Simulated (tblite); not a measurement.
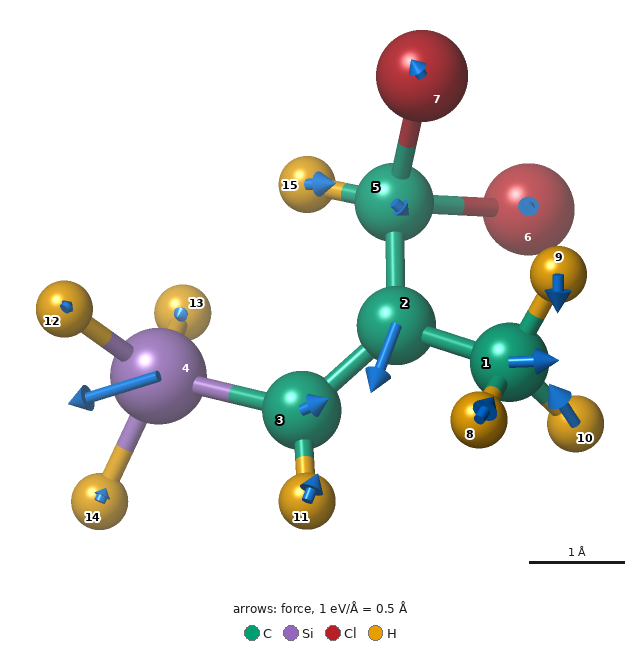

Starting geometry of C$_{4}$H$_{8}$Cl$_{2}$Si with the computed forces as blue arrows. A ball-and-stick model, seen at a tilt.

Level of theory: GFN2-xTB geometry optimisation, gas phase in tblite 0.8.0. 

### Is this structure relaxed? If not, where do the atoms go?

It isn't relaxed: the largest force vector, on Si4, is 2.21 eV/Å. The final displacements have little in common with the starting forces (cosine between the two patterns 0.23). H10 moves most after the best rigid fit: 0.65 Å. Largest moves by element: H 0.65 Å, Cl 0.17 Å, Si 0.13 Å, C 0.09 Å. Among the contacts that change: C3–Si4 1.819 → 1.885 Å, C1–H10 1.131 → 1.089 Å, Si4–H14 1.487 → 1.462 Å, C1–H8 1.111 → 1.086 Å. Among the angles between lasting bonds that change: C2–C3–Si4 120.4° → 128.0°, C1–C2–C3 116.4° → 123.8°, C2–C5–Cl6 104.5° → 111.2°. Groups turn about C1–C2 by about 35°, C3–Si4 by about 25°. The energy falls by 8.55 kcal/mol in 112 geometry steps.
